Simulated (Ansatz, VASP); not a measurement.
# Cross-check of Ti (Titanium) between VASP and Ansatz

Wanted: the spread between two codes on one cell, functional and k mesh. The cell comes out of the VASP series on this material, whose earlier steps may have relaxed, scaled or displaced it; both programs get it as it stands.

Program: Ansatz 0.2.0. Level of theory: plane waves, with VASP 6.6.1 beside it; band structure at PBEsol. Results are calculated unless marked as measured.

This is not the structure that Ti takes at ambient pressure and room temperature (hexagonal, No. 194); it is a model or a phase of other conditions.

## Step 1: Set-up

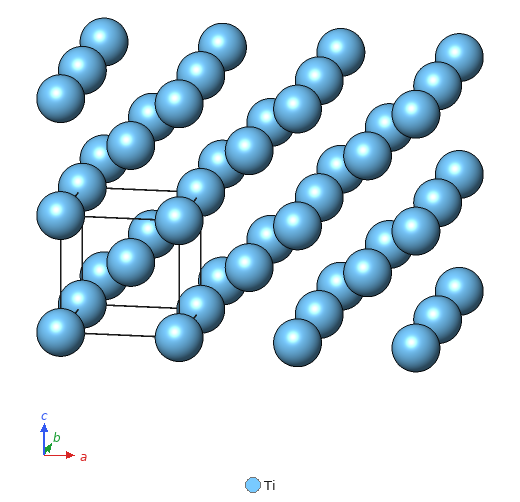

Start, viewed slightly off an axis; titanium blue. 3×2×2 cells are drawn. This picture shows the conventional cell, with its axes. Some periodic images of atoms are drawn too.

## Step 2: Ansatz: band structure, PBEsol

Ansatz runs on its default PAW (the set named soft_2) files.

Levels along a path test the potential and the projectors away from the mesh points.

Contents of input.yaml:

```yaml
crystal:
  lattice:
    - [-1.5960182638, 1.5960182638, 1.5960182638]
    - [1.5960182638, -1.5960182638, 1.5960182638]
    - [1.5960182638, 1.5960182638, -1.5960182638]
  atoms:
    - { symbol: Ti, position: [0.0, 0.0, 0.0] }
hamiltonian:
  xc: pbesol
  pseudopotentials: { kind: paw }
kpoints:
  mp_grid: { grid: [8, 8, 8] }
  band_path:
    path:
      - [0.0, 0.0, 0.0]
      - [0.1, -0.1, 0.1]
      - [0.2, -0.2, 0.2]
      - [0.3, -0.3, 0.3]
      - [0.43333, -0.43333, 0.43333]
      - [0.5, -0.5, 0.5]
      - [0.4, -0.4, 0.5]
      - [0.3, -0.3, 0.5]
      - [0.16667, -0.16667, 0.5]
      - [0.06667, -0.06667, 0.5]
      - [0.0, 0.0, 0.5]
      - [0.0, 0.0, 0.36667]
      - [0.0, 0.0, 0.26667]
      - [0.0, 0.0, 0.16667]
      - [0.0, 0.0, 0.06667]
      - [0.01667, 0.01667, 0.01667]
      - [0.06667, 0.06667, 0.06667]
      - [0.11667, 0.11667, 0.11667]
      - [0.16667, 0.16667, 0.16667]
      - [0.23333, 0.23333, 0.23333]
      - [0.26667, 0.2, 0.26667]
      - [0.31667, 0.05, 0.31667]
      - [0.38333, -0.15, 0.38333]
      - [0.43333, -0.3, 0.43333]
      - [0.48333, -0.45, 0.48333]
      - [0.23333, 0.23333, 0.26667]
      - [0.16667, 0.16667, 0.33333]
      - [0.11667, 0.11667, 0.38333]
      - [0.06667, 0.06667, 0.43333]
      - [0.0, 0.0, 0.5]
    npoints: 1
scf:
  occupations: { method: fermi_dirac, width: 0.05 }
  n_extra_bands: 6
output:
  forces: true
  stress: true
  eigenvalues: true
  write_density: true
  write_potential: true
  elf: true
  volumetric_format: npy
```

The run is started by

```
$ ansatz run input.yaml --threads 2 --pin off --max-ram 4608MiB --backend cpu --events-out ev --progress --plain --runs-dir out
```

Numbers of over 12 decimals in the logs are rounded to 6 here.

Log:

```text
scf.n_extra_bands = 6 over 6 filled bands (N_el = 12.0): the run solves 12 bands
Engine: ansatz 0.2.0, aarch64-unknown-linux-gnu
Pseudopotentials: kind: paw
Pseudopotential: Ti, paw, valence charge 12, recommended cutoff 420 eV (normal), Ti.paw.azcp
Functional definition: PBEsol
  exchange = pbesol_x
  correlation = pbesol_c
Crystal: 1 atoms, lattice volume = 16.262 Å³
Basis set: ecut = 420 eV, 321 PW (Γ), exchange–correlation on 40×40×40 points (8 copies of the dense FFT grid, shifted against one another)
Bands: 12, of which v1, the nominal top of the filled ones, is band 6 counted from 1 (5 counted from 0)
Symmetry: 48 space group operations
Space group: Im-3m (ITA 229), of the structure as read, at distance tolerance 2.5e-5 Å
k-points: 29 of 512
Non-local potential: Ti, projectors of the file, l = 0: 3, l = 1: 2, l = 2: 3, l = 3: 1
PAW form: soft (Blöchl's): semilocal exchange-correlation on the pseudo side does not see the compensation charge
PAW frozen core: Ti, regenerated for the run's functional, and the local potential with it (the file was generated under x = pbe(κ = 0.804, μ = 0.219515), c = pbe(β = 0.066725))
PAW one-centre angular grid: Ti, 590 points (default); XC on 64 Gauss nodes
Initial density: superposition of atomic densities (neutral atoms: chi_scale 0, normalization atom), corrected by the library's trained network
Initial wavefunctions: pseudopotential atomic-orbital guess
Functional: x = pbesol(κ = 0.804, μ = 0.123457), c = pbesol(β = 0.046)
SCF iter   1: F=—  HF=-2473.803469 eV  |F-HF|=—  |Δ(HF+E_count)|=         —  Δρ=5.49e-3  dr2=2.96e-3  ethr=1.77e-3  ⟨swp⟩=4.7  Hψ=1705  notcnv=0
preconditioner: auto → none  [metal: Δε(μ)=0.019 eV  Ē_g=7.653 eV  σ=0.050 eV  W_gap=0.09  n_scr=0 (ndim 8)  ℏωp=18.4 eV  f_vac=0.000  D(μ)=2.10/eV (n_scr^D=42)]
SCF iter   2: F=—  HF=-2473.802338 eV  |F-HF|=—  |Δ(HF+E_count)|=   1.13e-3  Δρ=1.44e-3  dr2=2.76e-4  ethr=2.47e-5  ⟨swp⟩=3.0  Hψ=883  notcnv=0  defer=26
SCF iter   3: F=—  HF=-2473.802293 eV  |F-HF|=—  |Δ(HF+E_count)|=   4.51e-5  Δρ=7.81e-4  dr2=4.00e-5  ethr=2.30e-6  ⟨swp⟩=2.3  Hψ=417  notcnv=0  defer=26
SCF iter   4: F=—  HF=-2473.802296 eV  |F-HF|=—  |Δ(HF+E_count)|=   3.11e-6  Δρ=1.10e-4  dr2=8.00e-7  ethr=3.33e-7  ⟨swp⟩=1.0  Hψ=319  notcnv=0  defer=26
iter 5 did not close the SCF: its close was put off for the readings that it lacked (scf_convergence_deferred on its scf_iter line)
SCF iter   5: F=-2473.802296 eV  HF=-2473.802296 eV  |F-HF|=2.26e-10  |Δ(HF+E_count)|=   1.20e-7  Δρ=7.85e-6  dr2=3.34e-9  ethr=6.67e-9  ⟨swp⟩=1.0  Hψ=319  notcnv=0  defer=26
SCF iter   6: F=-2473.802296 eV  HF=-2473.802296 eV  |F-HF|=3.91e-11  |Δ(HF+E_count)|=  2.40e-10  Δρ=8.01e-7  dr2=6.00e-11  ethr=2.79e-11  ⟨swp⟩=5.5  Hψ=1646  notcnv=0
SCF 1 converged in 6 iterations: F = -2473.802296 eV  dr2 = 6.00e-11
  greatest PAW one-centre occupation: 0.999 electrons in one spin orbital (limit 2), on the Ti atom at site 0 (counted from 0), in its partial waves of l = 0
NSCF: frozen V_eff on 30 k-points
SCF converged after 6 iterations
Free energy (F): -2473.802296 eV
Harris-Foulkes:  -2473.802296 eV  (|F-HF|=3.91e-11)
Internal energy: -2473.785070 eV  (E = F + TS)
E sigma→0 (E₀):  -2473.793683 eV
Entropy (-TS):   -0.017226 eV (-17.226 meV/atom)
Fermi energy:    14.032446 eV
--- Per-component energies (eV) ---
  E_band       = -143.453534
  E_kinetic    = 274.132261
  E_local      = -777.527808  (includes V_loc(G=0)·N_el)
  E_nonlocal   = 9.851193
  E_hartree    = 321.696703
  E_xc         = -97.141854
  E_vxc        = -122.099055  (∫ρ·V_xc dr)
  E_paw        = -1022.910904  (= ΣΔE_a)
  E_vpaw       = -171.203413  (= ΣTr[D̂ρ^β])
  E_aug_tail   = 0.000131  (compensation charges beyond the density's cutoff)
  E_ewald      = -1182.024176
  E_core_change = 0.139384  (= ΣΔE_core)
  E_smearing   = -0.017226  (= −TS)
  E_closure    = -0.000000  (closes the sum)
  Σ components = -2473.802296   (vs F -2473.802296, Δ=0.00e0)
--- Forces (eV/Å), atoms counted from 1 ---
  atom   1  Ti    -0.00000000     0.00000000     0.00000000
  max |Σ_I F_I| component: 7.40e-32 eV/Å
--- Stress (GPa, compression-positive) ---
        2.076891       0.000000      -0.000000
        0.000000       2.076891      -0.000000
        0.000000       0.000000       2.076891
  P = ⅓ Tr σ = 2.0769 GPa (20.769 kbar)
--- Band table (eV; the first three rows and the last of 29) ---
  k-point 0: bands = [... 2 lower, -17.9634, -17.9634, 7.9897, 15.0902, 15.0902, 15.0902, 17.0179, 17.0179, ... 2 higher]
  k-point 1: bands = [... 2 lower, -18.0027, -17.9644, 8.5450, 14.8341, 14.9848, 15.5109, 16.7672, 17.0370, ... 2 higher]
  k-point 2: bands = [... 2 lower, -18.0964, -17.9669, 9.9544, 14.2691, 14.5188, 16.6434, 16.7018, 17.1315, ... 2 higher]
  k-point 28: bands = [... 2 lower, -18.5389, -18.5389, 11.7040, 11.7040, 18.3313, 18.3313, 18.3313, 22.9358, ... 2 higher]
```

Wall time 0.56 s (2 threads of Arm Neoverse V1, shared host); peak memory 0.25 GiB; 0.9 s of CPU time.

The column dr2 measures how far the density is from self-consistency, as an energy; F and HF (Harris–Foulkes) agree once it is small.

## Step 3: VASP: band structure, PBEsol

The same cell, functional, mesh and smearing now go to VASP, with its own data sets and cutoff.

Lines of VASP's logs that name or quote its potential files are left out, and so is its time.

Contents of INCAR:

```
SYSTEM = Ti
PREC = Accurate
ENCUT = 400
EDIFF = 1E-06
NELM = 100
ISMEAR = -1
SIGMA = 0.05
LREAL = .FALSE.
ALGO = Normal
GGA = PS
NBANDS = 17
LASPH = .TRUE.
LORBIT = 11
LWAVE = .FALSE.
LCHARG = .FALSE.
KPAR = 2
```

Contents of POSCAR:

```
Ti
1.0
   -1.5960182638      1.5960182638      1.5960182638
    1.5960182638     -1.5960182638      1.5960182638
    1.5960182638      1.5960182638     -1.5960182638
Ti
1
Direct
    0.0000000000      0.0000000000      0.0000000000
```

Contents of KPOINTS:

```
Automatic mesh
0
Gamma
8 8 8
0 0 0
```

Contents of KPOINTS_OPT:

```
Line mode
16
Line-mode
Reciprocal
  0.00000000   0.00000000   0.00000000 GAMMA
  0.50000000  -0.50000000   0.50000000 H

  0.50000000  -0.50000000   0.50000000 H
  0.00000000   0.00000000   0.50000000 N

  0.00000000   0.00000000   0.50000000 N
  0.00000000   0.00000000   0.00000000 GAMMA

  0.00000000   0.00000000   0.00000000 GAMMA
  0.25000000   0.25000000   0.25000000 P

  0.25000000   0.25000000   0.25000000 P
  0.50000000  -0.50000000   0.50000000 H

  0.25000000   0.25000000   0.25000000 P
  0.00000000   0.00000000   0.50000000 N
```

Potentials, in the order of the species: Ti_sv (PBE family, release 64).

The run is started by

```
$ mpirun -np 2 vasp_std
```

Log:

```text
[banner, memory and clock lines left out]
running    2 mpi-ranks, on    1 nodes
 distrk:  each k-point on    1 cores,    2 groups
 distr:  one band on    1 cores,    1 groups

 POSCAR found type information on POSCAR Ti
 POSCAR found :  1 types and       1 ions
|                                                                             |
|               ----> ADVICE to this user running VASP <----                  |
|                                                                             |
|     You enforced a specific xc type in the INCAR file but a different       |
|     [... a line on the potential file left out ...]
|     I HOPE YOU KNOW WHAT YOU ARE DOING!                                     |
|                                                                             |

 LDA part: xc-table for (Slater+PW92), standard interpolation
 POSCAR, INCAR and KPOINTS ok, starting setup
 FFT: planning ... GRIDC
 FFT: planning ... GRID_SOFT
 FFT: planning ... GRID
 WAVECAR not read
 entering main loop
       N       E                     dE             d eps       ncg     rms          rms(c)
DAV:   1     0.764055795305E+02    0.76406E+02   -0.48845E+03  1002   0.727E+02
DAV:   2    -0.601440762960E+01   -0.82420E+02   -0.78680E+02  1105   0.208E+02
DAV:   3    -0.923176886412E+01   -0.32174E+01   -0.31984E+01  1106   0.438E+01
DAV:   4    -0.928137390427E+01   -0.49605E-01   -0.49585E-01  1149   0.494E+00
DAV:   5    -0.928216838796E+01   -0.79448E-03   -0.79444E-03  1116   0.537E-01    0.922E+00
DAV:   6    -0.823706824114E+01    0.10451E+01   -0.11286E+00  1037   0.156E+01    0.231E+00
DAV:   7    -0.822886903639E+01    0.81992E-02   -0.89482E-02  1240   0.248E+00    0.137E+00
DAV:   8    -0.823927917136E+01   -0.10410E-01   -0.50535E-02  1004   0.212E+00    0.269E-01
DAV:   9    -0.823819528545E+01    0.10839E-02   -0.34614E-03  1168   0.632E-01    0.107E-01
DAV:  10    -0.823836857081E+01   -0.17329E-03   -0.28379E-04  1039   0.114E-01    0.198E-02
DAV:  11    -0.823836836585E+01    0.20495E-06   -0.12705E-05  1192   0.220E-02    0.855E-03
DAV:  12    -0.823836840327E+01   -0.37411E-07   -0.16640E-06  1257   0.101E-02
   1 F= -.82383684E+01 E0= -.82297401E+01  d E =-.172566E-01
 Start KPOINTS_OPT (optional k-point list driver)
k-point batch [1-29\96]
       N       E                     dE             ncg
DAV:   1    -0.355092029587E+04   -0.16065E+05     1010
DAV:   2    -0.599067429615E+04   -0.24398E+04     1113
DAV:   3    -0.608494189585E+04   -0.94268E+02     1095
DAV:   4    -0.608609859754E+04   -0.11567E+01     1161
DAV:   5    -0.608611715949E+04   -0.18562E-01     1117
DAV:   6    -0.608611771567E+04   -0.55618E-03     1146
DAV:   7    -0.608611773671E+04   -0.21043E-04      961
DAV:   8    -0.608611773750E+04   -0.79424E-06      812
[...]
k-point batch [88-96\96]
       N       E                     dE             ncg
DAV:   1     0.102442894872E+05   -0.55758E+04      322
DAV:   2     0.948939803756E+04   -0.75489E+03      324
DAV:   3     0.946400852973E+04   -0.25390E+02      380
DAV:   4     0.946379259051E+04   -0.21594E+00      320
DAV:   5     0.946379079635E+04   -0.17942E-02      343
DAV:   6     0.946379077273E+04   -0.23620E-04      351
DAV:   7     0.946379077236E+04   -0.36902E-06      319
```

From OUTCAR (step 3):

```text
ion  position               nearest neighbor table
   1  0.000  0.000  0.000-

  LATTYP: Found a body centered cubic cell.
 ALAT       =     3.1920365276

 Subroutine GETGRP returns: Found 48 space group operations
 (whereof 48 operations were pure point group operations)

The static configuration has the point symmetry O_h .

 Found     29 irreducible k-points:

   k-points           NKPTS =     29   k-points in BZ     NKDIM =     29   number of bands    NBANDS=     17

   dimension x,y,z NGX =    18 NGY =   18 NGZ =   18
   dimension x,y,z NGXF=    36 NGYF=   36 NGZF=   36

   ENCUT  =  400.0 eV  29.40 Ry    5.42 a.u.   4.51  4.51  4.51*2*pi/ulx,y,z

   NELECT =      12.0000    total number of electrons

 k-points in reciprocal lattice and weights: Automatic mesh
   0.00000000  0.00000000  0.00000000       0.002
   0.12500000  0.00000000  0.00000000       0.023
   0.25000000  0.00000000  0.00000000       0.023
   0.37500000  0.00000000  0.00000000       0.023
   0.50000000  0.00000000  0.00000000       0.012
   0.12500000  0.12500000  0.00000000       0.047
   0.25000000  0.12500000  0.00000000       0.094
   0.37500000  0.12500000  0.00000000       0.094
   0.25000000  0.25000000  0.00000000       0.047
[...]
0.50000000  0.50000000  0.37500000       0.023
   0.50000000  0.50000000  0.50000000       0.002

 average (electrostatic) potential at core
       1 -71.3342

 E-fermi :   8.6455

 k-point     1 :       0.0000    0.0000    0.0000
  band No.  band energies     occupation
      1     -47.5089      2.00000
      2     -23.3804      2.00000
      3     -23.3804      2.00000
      4     -23.3804      2.00000
      5       2.5955      2.00000
      6       9.6966      0.00000
      7       9.6966      0.00000
      8       9.6966      0.00000
      9      11.6186      0.00000
     10      11.6186      0.00000
    ...

 k-point     2 :       0.1250    0.0000    0.0000
  band No.  band energies     occupation
      1     -47.4828      2.00000
      2     -23.5090      2.00000
      3     -23.4194      2.00000
      4     -23.3813      2.00000
      5       3.1542      2.00000
      6       9.4416      0.00000
      7       9.5925      0.00000
      8      10.1163      0.00000
      9      11.3693      0.00000
     10      11.6383      0.00000
    ...

 k-point     3 :       0.2500    0.0000    0.0000
  band No.  band energies     occupation
      1     -47.4205      2.00000
      2     -23.8117      2.00000
      3     -23.5125      2.00000
      4     -23.3837      2.00000
      5       4.5666      2.00000
      6       8.8792      0.01849
      7       9.1301      0.00012
      8      11.2455      0.00000
      9      11.3037      0.00000
     10      11.7323      0.00000
    ...

  Total        0.1067171      0.1067171      0.1067171      0.0000000      0.0000000      0.0000000
  in kB       10.5140790     10.5140790     10.5140790      0.0000000      0.0000000      0.0000000
  external PRESSURE =      10.5140790 kB  Pullay stress =       0.0000000 kB

  energy-cutoff  :      400.00
  volume of cell :       16.26
      direct lattice vectors                 reciprocal lattice vectors
    -1.596018264  1.596018264  1.596018264     0.000000000  0.313279623  0.313279623
     1.596018264 -1.596018264  1.596018264     0.313279623  0.000000000  0.313279623
     1.596018264  1.596018264 -1.596018264     0.313279623  0.313279623  0.000000000

 POSITION                                       TOTAL-FORCE (eV/Angst)
 -----------------------------------------------------------------------------------
      0.00000      0.00000      0.00000        -0.000000      0.000000     -0.000000
 -----------------------------------------------------------------------------------
    total drift:                                0.000000     -0.000000      0.000000

  FREE ENERGIE OF THE ION-ELECTRON SYSTEM (eV)
  ---------------------------------------------------
  free  energy   TOTEN  =        -8.2383684033 eV

  energy  without entropy=       -8.2211118051  energy(sigma->0) =       -8.22974010

 total charge
# of ion       s       p       d       tot
------------------------------------------
    1        2.256   6.123   1.969  10.348

[... 3 further parts left out ...]
```

The run ends at a pressure of 1.05 GPa.

## Step 4: Side by side

Known differences besides the PAW data sets themselves: the cutoff is 420 eV in Ansatz and 400 eV in VASP; Ansatz makes its cores anew for this functional, VASP keeps those of its PBE data sets. Total energies have different zeros and are not compared.

The two programs side by side:

| quantity | Ansatz | VASP | difference |
| --- | --- | --- | --- |
| pressure (GPa) | 2.08 | 1.05 | +1.03 |

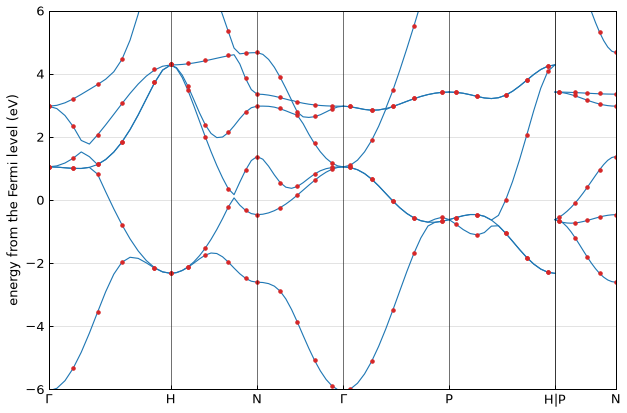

Bands from VASP (lines) and levels from Ansatz (dots). Dots without a line are higher empty bands that the VASP plot leaves out.

Levels from 3 eV below to 2 eV above the Fermi level differ by 4 meV r.m.s. and 9 meV at most; each VASP level is matched to the nearest of Ansatz, which flatters the figure a little.

## Step 5: Looking for the cause

The difference is large enough to ask for its cause, so further runs change the set-up of one program at a time, as the table lists.

| run | difference in pressure (GPa) |
| --- | --- |
| as above | 1.0 |
| cores kept as stored, as VASP does, whose cores stay as stored | 1.0 |
| Ansatz's all-electron LAPW method | 1.0 |
| Ansatz's larger PAW set (cutoff 910 eV) | 1.0 |
| norm-conserving potentials (cutoff 1143 eV) | 1.1 |

## Step 6: Results

- difference in pressure (band structure, PBEsol): 1.0 GPa

The difference in pressure is 1.0 GPa (band structure, PBEsol), at about the 1 GPa picked in this series as the mark of a large difference. For band structure, PBEsol: no further run halves the difference in pressure; only Ansatz's side was varied, and Ansatz's runs with other potentials lie closer to each other than to VASP, which for this quantity points to VASP's side; this was not tested here. The all-electron run, which needs no data set, lies 1.0 GPa from VASP and 0.010 GPa from Ansatz's PAW result, so it sides with Ansatz. Differences of this kind measure data sets and numerical settings, not the functional's error against experiment.

[Lines on the potential files, build, host, timing and source positions are cut from VASP's logs without a mark.]

[Logs are printed without paths, hosts, clocks, repeated set-up lines and the standing remarks that a program may print on its own settings, such as how far it seeks lower states.]

[Hosts, paths, dates, database ids (printed as entryN), source tags and the programs' standing remarks are cut or masked in the printed files.]
